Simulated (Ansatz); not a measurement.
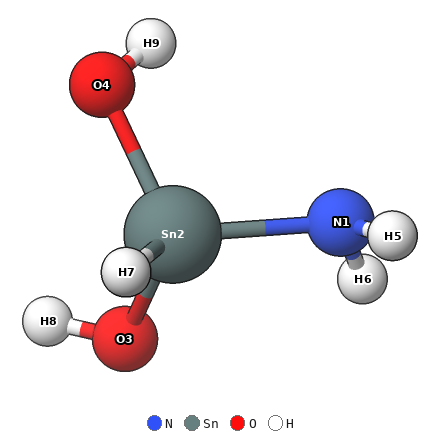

The system is H₅NO₂Sn, SMILES [NH2][SnH]([OH])[OH]; the picture shows the reference structure. Coordinates scanned: (1) dihedral N1–Sn2–O3–H8; (2) dihedral N1–Sn2–O4–H9. Nothing is relaxed (all other coordinates rigid). Grid: 18 × 18 points. All energies are given in cm⁻¹ relative to the relaxed molecule at the same level. Method: RKS SPW92 (LDA)/def2-SVP in Ansatz 0.2.0.

Its coordinates:

```yaml
atoms:
  - { symbol: N, position_ang: [-0.7910, 0.8801, -1.1105] }
  - { symbol: Sn, position_ang: [0.4906, 0.1582, 0.2662] }
  - { symbol: O, position_ang: [0.8331, -1.6494, -0.4680] }
  - { symbol: O, position_ang: [-0.4850, -0.0646, 1.9726] }
  - { symbol: H, position_ang: [-0.5531, 1.8091, -1.4802] }
  - { symbol: H, position_ang: [-0.8636, 0.2173, -1.8958] }
  - { symbol: H, position_ang: [1.9045, 1.0416, 0.6746] }
  - { symbol: H, position_ang: [0.9911, -2.2864, 0.2564] }
  - { symbol: H, position_ang: [-1.4380, -0.1523, 1.7676] }
```

Range: dihedral N1–Sn2–O3–H8 from −180 to 160°; dihedral N1–Sn2–O4–H9 from −180 to 160°.

### Predict the map.

The lowest grid point is at dihedral N1–Sn2–O3–H8 = −140°, dihedral N1–Sn2–O4–H9 = 20°, 8 cm⁻¹ from the relaxed molecule at the same level. A higher local minimum lies near dihedral N1–Sn2–O3–H8 = −120°, dihedral N1–Sn2–O4–H9 = −160° (894 cm⁻¹ above the lowest at that grid point). The highest grid point, dihedral N1–Sn2–O3–H8 = 40°, dihedral N1–Sn2–O4–H9 = −80°, lies 2526 cm⁻¹ above the lowest. On the interpolated surface the easiest way out of the lowest well to the well at about dihedral N1–Sn2–O3–H8 = −120°, dihedral N1–Sn2–O4–H9 = −150° passes a barrier of about 1200 cm⁻¹. Round the minimum the valley is somewhat tilted: raising dihedral N1–Sn2–O3–H8 shifts the best value of dihedral N1–Sn2–O4–H9 downwards (coupling k₁₂/√(k₁₁k₂₂) about 0.3).

| dihedral N1–Sn2–O4–H9 ↓, dihedral N1–Sn2–O3–H8 → | −180 | −140 | −100 | −60 | −20 | 20 | 60 | 100 | 140 |
| --- | --- | --- | --- | --- | --- | --- | --- | --- | --- |
| 140 | 1380 | 1441 | 1396 | 1382 | 1593 | 1820 | 1773 | 1533 | 1359 |
| 100 | 877 | 1117 | 1398 | 1440 | 1449 | 1532 | 1526 | 1291 | 961 |
| 60 | 293 | 386 | 816 | 1178 | 1276 | 1239 | 1153 | 936 | 561 |
| 20 | 128 | 8 | 308 | 831 | 1174 | 1227 | 1075 | 823 | 473 |
| −20 | 696 | 509 | 625 | 1066 | 1569 | 1828 | 1716 | 1397 | 1024 |
| −60 | 1320 | 1168 | 1268 | 1612 | 2092 | 2438 | 2431 | 2112 | 1667 |
| −100 | 1349 | 1158 | 1303 | 1685 | 2114 | 2386 | 2400 | 2166 | 1746 |
| −140 | 1227 | 947 | 975 | 1364 | 1823 | 2038 | 1974 | 1791 | 1535 |
| −180 | 1360 | 1145 | 1013 | 1220 | 1640 | 1880 | 1780 | 1581 | 1461 |

The table holds every second grid line.

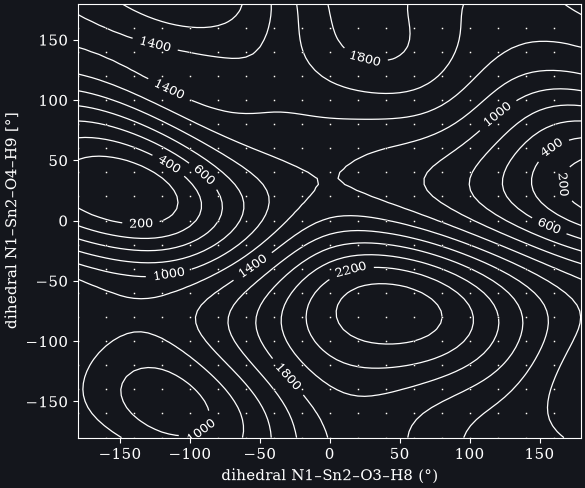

In the figure: contour lines labelled in cm⁻¹, dots at the grid points. Between grid points the surface is interpolated.

The whole map (324 points run) took 11 min on 1 thread of Arm Neoverse V1 (shared host).
